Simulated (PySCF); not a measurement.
# C4H11NOSi2: circular dichroism and optical rotation, excited states

Aim: compute the circular dichroism and optical rotation, excited states of C4H11NOSi2 (`C[C@@H]1[SiH2][C@@H](C=O)[Si@H]1N`).

Programs: PySCF 2.14.0, with routines of our own; each step states its level. All values are computed. Atoms count from 0.

## 1. The system as given

19 atoms, charge 0, multiplicity 1; geometry from: GFN2-xTB.

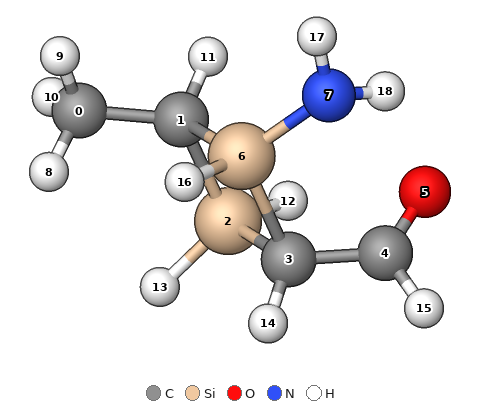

The starting geometry (carbon grey, silicon light orange, oxygen red, nitrogen blue, hydrogen white).

## 2. Relaxing the molecule at PBE0-D3(BJ)/def2-SVP

What the job is given:

```
{"job": {"xc": "PBE0", "basis": "def2-SVP", "d3": "d3bj", "grid": 1, "kind": "geom"}, "charge": 0, "multiplicity": 1}
C      2.564967     0.188811     0.294281
C      1.112618    -0.203640     0.550939
Si     0.344045    -1.510881    -0.636265
C     -1.019707    -0.235533    -1.124846
C     -2.337109    -0.621633    -0.664654
O     -2.569823    -1.118937     0.419488
Si    -0.246036     1.082979     0.085907
N     -1.433500     1.587961     1.217179
H      2.705064     0.499186    -0.738486
H      2.860739     1.016665     0.937413
H      3.233882    -0.647894     0.488496
H      1.032624    -0.517768     1.594546
H     -0.170080    -2.721239    -0.008093
H      1.181944    -1.823752    -1.797640
H     -1.037857     0.078698    -2.164960
H     -3.177544    -0.417128    -1.361144
H      0.207765     2.283856    -0.612699
H     -1.180104     2.204004     1.971515
H     -2.081693     0.885494     1.541560
```

Launch:

```sh
OMP_NUM_THREADS=1 python excited_run.py task.json out
```

This one command runs all jobs of the session in turn.

Output:

```text
step   0  E = -867.07483495  max force = 0.031927
step   1  E = -867.08146166  max force = 0.004522
step   2  E = -867.08218175  max force = 0.002658
step   3  E = -867.08182493  max force = 0.009063
step   4  E = -867.08214937  max force = 0.004854
step   5  E = -867.08229901  max force = 0.000911
step   6  E = -867.08237061  max force = 0.000778
step   7  E = -867.08245621  max force = 0.000641
step   8  E = -867.08256752  max force = 0.000499
step   9  E = -867.08270895  max force = 0.000662
step  10  E = -867.08288599  max force = 0.000713
step  11  E = -867.08310445  max force = 0.001352
step  12  E = -867.08337478  max force = 0.001945
step  13  E = -867.08373203  max force = 0.002196
step  14  E = -867.08415252  max force = 0.001653
step  15  E = -867.08422793  max force = 0.001533
step  16  E = -867.08434416  max force = 0.001297
step  17  E = -867.08439200  max force = 0.001023
step  18  E = -867.08441073  max force = 0.000742
step  19  E = -867.08442028  max force = 0.000423
optimisation converged
```

Wall time 4 min (1 thread of Arm Neoverse V1, shared host); peak memory 0.89 GiB.

Relaxation path: (the energy doesn't fall at every step)

| step | energy from step 0 (eV) | largest force component (eV/Å) |
| --- | --- | --- |
| 0 | 0.0000 | 1.6418 |
| 1 | -0.1803 | 0.2325 |
| 2 | -0.1999 | 0.1367 |
| 3 | -0.1902 | 0.4660 |
| 4 | -0.1990 | 0.2496 |
| 5 | -0.2031 | 0.0468 |
| 6 | -0.2051 | 0.0400 |
| 7 | -0.2074 | 0.0330 |
| 8 | -0.2104 | 0.0257 |
| 9 | -0.2143 | 0.0340 |
| 10 | -0.2191 | 0.0367 |
| 11 | -0.2250 | 0.0695 |
| 12 | -0.2324 | 0.1000 |
| 13 | -0.2421 | 0.1129 |
| 14 | -0.2535 | 0.0850 |
| 15 | -0.2556 | 0.0788 |
| 16 | -0.2588 | 0.0667 |
| 17 | -0.2601 | 0.0526 |
| 18 | -0.2606 | 0.0382 |
| 19 | -0.2608 | 0.0218 |

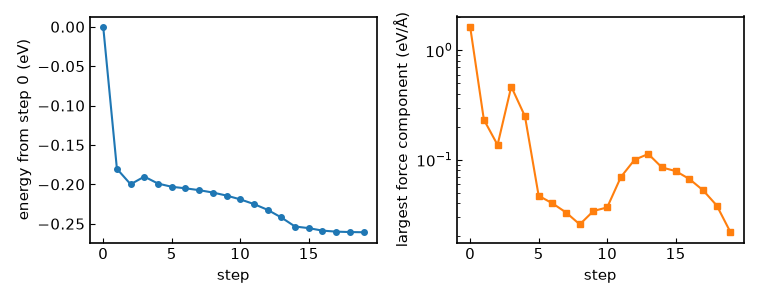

Energy and largest force along the relaxation.

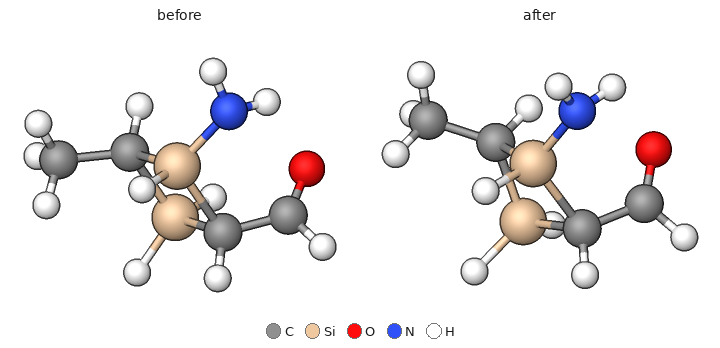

The geometry before (left) and after (right).

Distances of close pairs at the start and the end, largest changes first:

| bond | before (Å) | after (Å) | change (Å) |
| --- | --- | --- | --- |
| Si2–H12 | 1.457 | 1.494 | +0.037 |
| Si6–H16 | 1.462 | 1.495 | +0.033 |
| C1–Si2 | 1.926 | 1.894 | -0.032 |
| Si2–H13 | 1.466 | 1.496 | +0.030 |
| C3–C4 | 1.448 | 1.476 | +0.028 |
| C1–Si6 | 1.928 | 1.905 | -0.023 |
| C3–Si6 | 1.950 | 1.932 | -0.018 |
| C1–H11 | 1.093 | 1.108 | +0.015 |

The final coordinates are the input of the step that follows.

| at the end point | value |
| --- | --- |
| point group (found at 0.08 Å tolerance) | C1 |
| rotational constants (GHz, main isotopes) | 1.793, 1.352, 0.970 |
| dipole moment (D) | 1.48 |

## 3. Circular dichroism and optical rotation: TDDFT PBE0/def2-SVPD

What the job is given:

```
{"job": {"kind": "ecd", "xc": "PBE0", "basis": "def2-SVPD", "nstates": 12}, "charge": 0, "multiplicity": 1}
C      2.385210    -0.034244     0.950784
C      0.946106    -0.318872     0.551070
Si     0.477935    -1.307591    -0.994636
C     -1.079605    -0.208571    -1.282033
C     -2.273599    -0.774528    -0.624534
O     -2.367180    -0.962189     0.572548
Si    -0.219979     1.044622    -0.089563
N     -1.314948     1.873583     0.941077
H      2.939738     0.453680     0.133340
H      2.438913     0.635738     1.824521
H      2.936024    -0.951729     1.214470
H      0.379024    -0.800883     1.371866
H      0.187047    -2.764704    -0.838822
H      1.435506    -1.106536    -2.126001
H     -1.269491     0.083412    -2.323751
H     -3.129789    -1.039427    -1.295838
H      0.541766     2.075049    -0.859630
H     -1.091288     2.784592     1.321222
H     -1.922643     1.332275     1.546931
```

Method: TDDFT PBE0/def2-SVPD circular dichroism and optical rotation, one conformer, gas phase.

Output:

```text
coarse grid: 16560 points
cycle   1  E = -866.8154527030  dE =  8.528e-01  |g| = 8.601e-01  |ddm| = 6.038e+00
cycle   2  E = -866.3783059758  dE =  4.371e-01  |g| = 1.683e+00  |ddm| = 3.494e+00
cycle   3  E = -866.9643015898  dE = -5.860e-01  |g| = 2.402e-01  |ddm| = 2.543e+00
cycle   4  E = -866.9765871114  dE = -1.229e-02  |g| = 7.395e-02  |ddm| = 3.962e-01
cycle   5  E = -866.9778078629  dE = -1.221e-03  |g| = 1.486e-02  |ddm| = 1.302e-01
cycle   6  E = -866.9778642493  dE = -5.639e-05  |g| = 4.879e-03  |ddm| = 3.551e-02
cycle   7  E = -866.9778694793  dE = -5.230e-06  |g| = 1.279e-03  |ddm| = 8.750e-03
final grid: 149976 points
cycle   8  E = -867.0917182157  dE = -1.984e-05  |g| = 1.217e-02  |ddm| = 1.339e-01
cycle   9  E = -867.0916477955  dE =  7.042e-05  |g| = 2.227e-02  |ddm| = 3.871e-02
cycle  10  E = -867.0917494541  dE = -1.017e-04  |g| = 2.701e-03  |ddm| = 2.549e-02
cycle  11  E = -867.0917510863  dE = -1.632e-06  |g| = 1.866e-04  |ddm| = 3.518e-03
cycle  12  E = -867.0917510925  dE = -6.136e-09  |g| = 1.234e-04  |ddm| = 5.605e-04
cycle  13  E = -867.0917510963  dE = -3.807e-09  |g| = 1.978e-05  |ddm| = 2.046e-04
cycle  14  E = -867.0917510964  dE = -1.064e-10  |g| = 6.122e-06  |ddm| = 5.624e-05
converged SCF energy = -867.0917510964

Singlet excitations and rotatory strengths (1e-40 esu^2 cm^2)
state   eV       nm     f(len)   f(vel)    R(len)    R(vel)   main configurations
  1   4.4421   279.1  0.00008  0.00006     3.829     3.416   H-1->L 0.91
  2   5.2729   235.1  0.00550  0.00587     6.832     7.268   H->L 0.93
  3   6.0397   205.3  0.01368  0.01492     1.027     1.138   H->L+2 0.65, H->L+1 0.31
  4   6.1146   202.8  0.04967  0.04886   -55.813   -54.346   H-2->L 0.90
  5   6.2779   197.5  0.04484  0.04558    21.742    21.723   H->L+1 0.63, H->L+2 0.27
  6   6.4804   191.3  0.01382  0.01366    17.817    18.299   H-1->L+1 0.56, H-1->L+2 0.40
  7   6.6057   187.7  0.01776  0.01726    -7.721    -7.218   H-3->L 0.67, H-1->L+2 0.14, H-1->L+1 0.08
  8   6.6694   185.9  0.03405  0.03499    54.740    57.028   H-1->L+2 0.39, H-1->L+1 0.32, H-3->L 0.15
  9   6.8283   181.6  0.02083  0.02299    27.519    28.933   H->L+3 0.70, H->L+4 0.16
 10   6.9461   178.5  0.02491  0.02436     0.575     0.038   H-4->L 0.62, H-2->L+1 0.19
 11   6.9806   177.6  0.00627  0.00643     0.388     0.514   H-2->L+2 0.72, H->L+3 0.15
 12   7.0062   177.0  0.06306  0.06489   -57.505   -56.670   H-2->L+1 0.56, H-4->L 0.17

Specific rotation (deg / (dm g/mL))
    nm     length   length(OI)   velocity    alpha(len)  alpha(vel)
  633.0     -72.03     -70.21     -56.52      111.904    112.398
  589.3     -82.83     -80.67     -64.57      112.399    112.901
  546.0     -95.80     -93.21     -74.02      113.022    113.533
  436.0    -139.00    -134.36    -101.53      115.648    116.197
  405.0    -148.96    -143.25    -103.97      116.869    117.437
  365.0    -137.61    -129.78     -79.85      119.039    119.640
  355.0    -122.14    -113.57     -60.79      119.730    120.342
```

Wall time 2.4 min (1 thread of Arm Neoverse V1, shared host); peak memory 1.1 GiB.

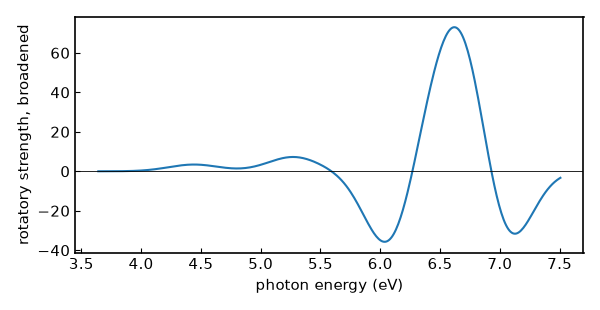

Circular dichroism: velocity-form rotatory strengths under Gaussians of 0.3 eV half-width at 1/e.

## 4. Excited states: TDA B3LYP/def2-SVPD

Settings changed since step 3:

```diff
@@ -1,2 +1,2 @@
-{"job": {"kind": "ecd", "xc": "PBE0", "basis": "def2-SVPD", "nstates": 12}, "charge": 0, "multiplicity": 1}
+{"job": {"kind": "states", "xc": "B3LYP", "basis": "def2-SVPD", "tda": true, "soc": true, "nstates": 6, "ntriplets": 5, "nquad": 4}, "charge": 0, "multiplicity": 1}
 C      2.385210    -0.034244     0.950784
```

Level: TDA B3LYP/def2-SVPD excited states, vertical, gas phase, spin-orbit mean-field couplings.

Output:

```text
coarse grid: 16560 points
cycle   1  E = -867.3798342548  dE =  8.452e-01  |g| = 9.500e-01  |ddm| = 6.329e+00
cycle   2  E = -866.7384498996  dE =  6.414e-01  |g| = 1.966e+00  |ddm| = 4.164e+00
cycle   3  E = -867.5546716420  dE = -8.162e-01  |g| = 3.107e-01  |ddm| = 3.175e+00
cycle   4  E = -867.5751010917  dE = -2.043e-02  |g| = 9.758e-02  |ddm| = 4.992e-01
cycle   5  E = -867.5771651301  dE = -2.064e-03  |g| = 2.239e-02  |ddm| = 1.690e-01
cycle   6  E = -867.5772968120  dE = -1.317e-04  |g| = 7.023e-03  |ddm| = 5.144e-02
cycle   7  E = -867.5773074740  dE = -1.066e-05  |g| = 1.985e-03  |ddm| = 1.207e-02
cycle   8  E = -867.5773083502  dE = -8.762e-07  |g| = 6.463e-04  |ddm| = 4.173e-03
final grid: 149976 points
cycle   9  E = -867.7046599740  dE = -3.737e-05  |g| = 5.935e-03  |ddm| = 1.398e-01
cycle  10  E = -867.7046466504  dE =  1.332e-05  |g| = 9.900e-03  |ddm| = 1.982e-02
cycle  11  E = -867.7046677211  dE = -2.107e-05  |g| = 1.669e-03  |ddm| = 1.236e-02
cycle  12  E = -867.7046682739  dE = -5.528e-07  |g| = 2.232e-04  |ddm| = 1.945e-03
cycle  13  E = -867.7046682818  dE = -7.905e-09  |g| = 1.251e-04  |ddm| = 4.886e-04
cycle  14  E = -867.7046682856  dE = -3.782e-09  |g| = 2.136e-05  |ddm| = 1.969e-04
cycle  15  E = -867.7046682857  dE = -1.075e-10  |g| = 8.818e-06  |ddm| = 4.894e-05
converged SCF energy = -867.7046682857

Singlet excitations
state   eV       nm        f     d(h-e)  d(exc)  Lambda  PR(NTO)  |dmu|/D   mu/D   main configurations
  1   4.4277   280.0   0.00008   0.564   2.300   0.509   1.003    1.115    0.931   H-1->L 0.91
  2   5.0424   245.9   0.00564   2.362   3.699   0.312   1.004    7.077    8.231   H->L 0.93
  3   5.9222   209.4   0.01506   0.546   3.560   0.465   1.049    1.691    1.747   H->L+2 0.95
  4   5.9938   206.9   0.03674   1.617   3.419   0.506   1.143    4.709    6.032   H-2->L 0.84, H-3->L 0.09
  5   6.1148   202.8   0.04550   1.505   3.990   0.470   1.100                     H->L+1 0.91
  6   6.3097   196.5   0.01339   1.851   3.891   0.323   1.020                     H-1->L+2 0.79, H-1->L+1 0.18

Triplet excitations (Tamm-Dancoff)
state   eV     d(h-e)  d(exc)  Lambda  PR(NTO)   main configurations
  1   3.8999   0.554   2.235   0.511   1.003   H-1->L 0.92
  2   4.8898   1.656   3.270   0.364   1.012   H->L 0.68, H-2->L 0.21
  3   5.1513   1.338   3.135   0.450   1.023   H-2->L 0.51, H->L 0.27, H-3->L 0.10
  4   5.6480   0.392   3.394   0.462   1.041   H->L+2 0.77, H->L+1 0.17
  5   5.7840   1.465   3.779   0.468   1.077   H->L+1 0.75, H->L+2 0.18
S1 - T1 = 0.5278 eV

Spin-orbit couplings |<S|Hso|T>| (cm-1)
             T1       T2       T3       T4       T5
S0       51.017    2.680    7.929   17.593   11.492
S1        0.198   19.419   20.133    1.324    1.581
S2        6.314    4.108    5.815    5.344    4.547
S3        1.636    5.758    2.791    6.078    9.065
S4        8.673    5.361   12.571    1.334    3.089
S5        1.800    2.889    6.920    7.332    3.117
S6        3.693    0.341    1.748    4.547    5.642
T1 sublevels (cm-1): 0.000 0.001 0.167   radiative rates (1/s): 0.643 0.797 228
```

Run time: 61 s. Hardware: 1 thread of Arm Neoverse V1, shared host; peak memory 1.1 GiB.

From this job:

| quantity | value |
| --- | --- |
| S1 less T1 | 0.53 eV |

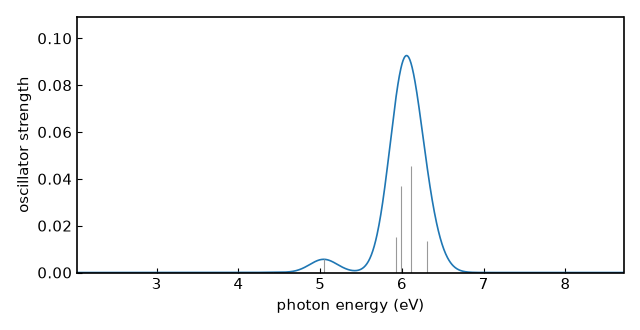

Absorption lines of the singlets. Lines are broadened to a width of 0.40 eV (Gaussian).

## 5. What came out

| quantity | value |
| --- | --- |
| point group | C1 |
| rotational constants (main isotopes) | 1.79, 1.35, 0.97 GHz |
| state of largest rotatory strength (velocity form) among 12 (step 3, TDDFT PBE0/def2-SVPD) | 6.67 eV, R = +57.0 (velocity), +54.7 (length) ·10⁻⁴⁰ esu² cm² |
| specific rotation at 633.0 nm (step 3, TDDFT PBE0/def2-SVPD) | -56.5 (velocity), -72.0 (length) |
| S1 less T1 (step 4, TDA B3LYP/def2-SVPD) | 0.53 eV |

In words: Over 19 steps the energy fell by 0.261 eV; of the close pairs, Si2–H12 changed most, 1.457 to 1.494 Å. No frequency check was run at this level, so the end point may be a saddle. Rotations belong to one conformer. The length form depends on the origin in a finite basis. In step 4, the number of triplets below S1 is 1, and the largest singlet-triplet spin-orbit coupling is S0–T1, 51.02 cm⁻¹.
